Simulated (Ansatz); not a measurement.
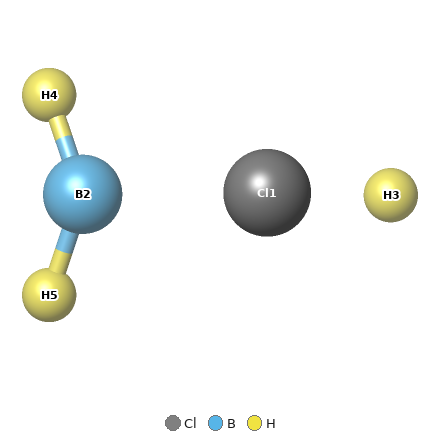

The system is the reacting system BClH3 (fragments BClH₂ + H where the first distance is long, ClH + BH₂ where the second is long), spin multiplicity 2; the picture shows the reference structure. 
- The first coordinate is: distance Cl1–H3 (bond that forms); the second: distance Cl1–B2 (bond that breaks).
- Relaxed at each point: all other coordinates.
- Grid: 13 × 13 points.
- Points are written as (first, second).
- Energies are in kJ/mol, from a guessed transition structure relaxed with its forming and breaking bonds held.
- Theory: UKS PBE0-D4/def2-SVP in Ansatz.

Its coordinates:

```yaml
atoms:
  - { symbol: Cl, position_ang: [-1.0092, -0.7466, -0.2526] }
  - { symbol: B, position_ang: [0.3039, 0.8851, 0.1184] }
  - { symbol: H, position_ang: [-0.6682, -2.3747, -0.2877] }
  - { symbol: H, position_ang: [0.4671, 1.0487, 1.2932] }
  - { symbol: H, position_ang: [0.9062, 1.1875, -0.8712] }
```

Range: distance Cl1–H3 (bond that forms) from 1.197 to 2.697 Å; distance Cl1–B2 (bond that breaks) from 1.674 to 2.874 Å.

Q: What will the energy surface look like?

A: The lowest grid point is at (2.697 Å, 1.728 Å), −115 kJ/mol from a guessed transition structure relaxed with its forming and breaking bonds held. It lies in a valley that leaves the map towards separated partners. The highest grid point, (2.697 Å, 2.874 Å), lies 350 kJ/mol above the lowest.

```tsv
second ↓, first →	1.197	1.264	1.357	1.462	1.577	1.699	1.828	1.962	2.101	2.244	2.391	2.542	2.697
2.874	−15	−29	−24	5	50	104	147	180	203	218	227	232	235
2.750	−18	−32	−27	2	46	97	135	162	180	190	196	199	200
2.629	−21	−35	−30	−2	42	88	118	139	151	158	161	162	163
2.512	−23	−38	−33	−6	36	75	98	112	120	123	124	124	124
2.397	−25	−40	−36	−10	27	58	74	82	84	85	84	84	83
2.286	−26	−42	−38	−16	15	38	47	49	48	46	44	43	42
2.179	−27	−43	−42	−23	0	14	18	15	11	7	5	3	2
2.076	−26	−44	−45	−32	−18	−11	−12	−18	−24	−29	−32	−35	−36
1.978	−24	−43	−49	−43	−35	−34	−40	−48	−55	−61	−65	−68	−70
1.886	−19	−40	−51	−50	−49	−53	−61	−71	−79	−86	−91	−94	−96
1.802	−9	−33	−47	−52	−56	−64	−74	−85	−94	−101	−106	−109	−111
1.728	7	−19	−37	−46	−54	−63	−76	−87	−97	−104	−110	−113	−115
1.674	26	−2	−22	−34	−44	−55	−69	−81	−91	−98	−104	−108	−110
```

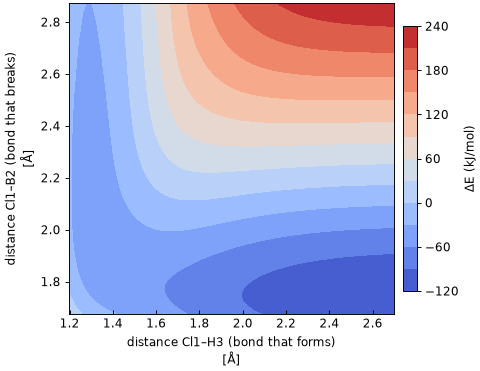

The picture shows filled contours. Between grid points the surface is interpolated.

Each point was launched as `ansatz run input.yaml --threads 1 --pin off --max-ram 2560MiB --backend cpu --events-out ev --progress --plain --runs-dir out`. Time for the 169 points that were run: 8.8 min on 1 thread of AMD EPYC 9R45 (Zen 5), on a shared host.
